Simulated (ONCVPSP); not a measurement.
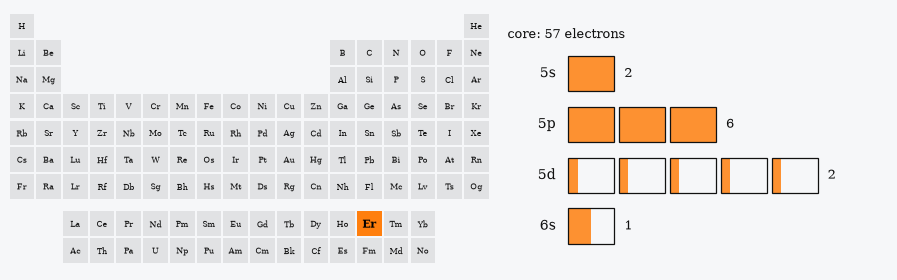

**Figure 1.** Left, the place of erbium in the periodic table; right, the valence shells of the reference configuration: a box for each of the 2l + 1 orbitals, shaded by the share of the shell that is filled, with the electron count at the right.

Pseudopotential generation for Er

Erbium (Er, Z = 68), core [Kr] 4d10 4f11, reference valence 5s2 5p6 5d2 6s1, valence charge 11. Level asked for: ONCV potential, PW91, scalar-relativistic, made with ONCVPSP 4.0.1.

## Input
```
# ATOM AND REFERENCE CONFIGURATION
# atsym  z   nc   nv     iexc    psfile
  Er 68.00   10    4  -109134      upf
#
#   n    l    f
    1    0    2.00
    2    0    2.00
    2    1    6.00
    3    0    2.00
    3    1    6.00
    3    2   10.00
    4    0    2.00
    4    1    6.00
    4    2   10.00
    4    3   11.00
    5    0    2.00
    5    1    6.00
    5    2    2.00
    6    0    1.00
#
# PSEUDOPOTENTIAL AND OPTIMIZATION
# lmax
    2
#
#   l,   rc,      ep,       ncon, nbas, qcut
    0    1.70    0.00    3    8    9.20
    1    2.35    0.00    4    8    5.40
    2    3.75    0.00    4    8    4.30
#
# LOCAL POTENTIAL
# lloc, lpopt,  rc(5),   dvloc0
    4    5    1.10    1.00
#
# VANDERBILT-KLEINMAN-BYLANDER PROJECTORs
# l, nproj, debl
    0    2    2.90
    1    1    2.10
    2    2    3.00
#
# MODEL CORE CHARGE
# icmod, fcfact, rcfact
    0    0.00    0.00
#
# LOG DERIVATIVE ANALYSIS
# epsh1, epsh2, depsh
   -4.00    5.00    0.02
#
# OUTPUT GRID
# rlmax, drl
    6.00    0.01
#
# TEST CONFIGURATIONS
# ncnf
    4
# nvcnf
#   n    l    f
    4
    5    0    2.00
    5    1    6.00
    5    2    1.00
    6    0    2.00
#
    4
    5    0    2.00
    5    1    6.00
    5    2    1.00
    6    0    1.00
#
    4
    5    0    2.00
    5    1    6.00
    5    2    1.00
    6    0    0.00
#
    4
    5    0    1.00
    5    1    6.00
    5    2    1.00
    6    0    2.00
#
```

Hardware: 1 CPU thread, shared host.

Command:
```bash
oncvpsp.x < Er.dat > Er.out
```

## Log (extracts)
```
ONCVPSP  (Optimized Norm-Conservinng Vanderbilt PSeudopotential)
scalar-relativistic version 4.0.1

#   n    l    f        energy (Ha)
    1    0    2.00    -2.1089680E+03
    2    0    2.00    -3.5448522E+02
    2    1    6.00    -3.1353962E+02
    3    0    2.00    -7.9624221E+01
    3    1    6.00    -6.7171564E+01
    3    2   10.00    -5.1587782E+01
    4    0    2.00    -1.5893316E+01
    4    1    6.00    -1.1793384E+01
    4    2   10.00    -6.3023985E+00
    4    3   11.00    -3.0727035E-01
    5    0    2.00    -2.0158347E+00
    5    1    6.00    -1.0539510E+00
    5    2    2.00    -5.6733920E-02
    6    0    1.00    -1.5133186E-01

Reference configufation results
  iterations    34
  all-electron total energy (Ha)   -1.30875367D+04

Begin loop to  construct optimized pseudo wave functions
and semi-local pseudopoentials for all angular momenta

Calculating optimized projector #   1

 for l=   0

    Fraction of norm inside rc  0.870069
    Optimizing pswf for qcut=   9.20 a_B^-1,  ecut=  42.30 Ha
    Residual kinetic energy error=  1.29D-08 Ha
 ERROR pspot:  first pseudo wave function has node,          program will stop
 ERROR pspot: try changing psp parameters for this l
```

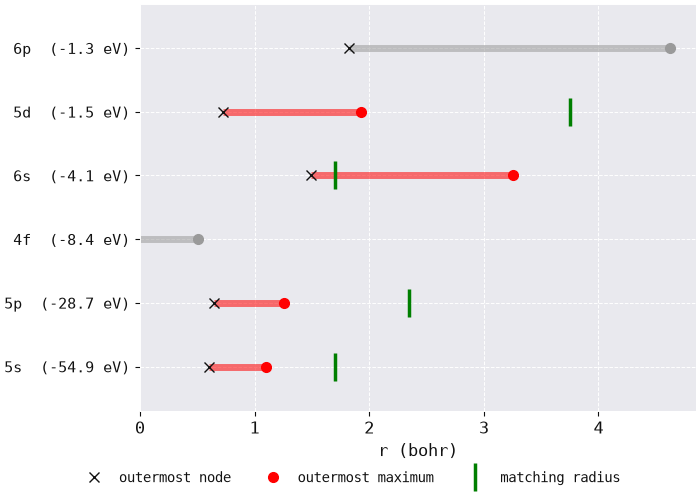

**Figure 2.** Outer shells of the all-electron reference atom: each bar runs from the outermost node (or the nucleus) to the outermost maximum of u(r); the tick is the radius chosen for the pseudo-wave. Shells without a tick have no pseudo-wave of their own. Levels, nodes and maxima are from ld1.x, scalar-relativistic.

- Radii against the shells: 5s: 1.70 bohr, outside the maximum; 5p: 2.35 bohr, outside the maximum; 6s: 1.70 bohr, between node and maximum; 5d: 3.75 bohr, outside the maximum.

## Outcome

- outcome: ended with an error

## Diagnosis

The generator stopped with the message “ERROR pspot: first pseudo wave function has node, program will stop”. In words: the optimised pseudo-wave of the first projector has a node, so the radial equation cannot be inverted for a potential. The open f shell is frozen into the core, so the potential fits one valence alone and carries no f magnetism. It was at work on the s channel when it stopped.
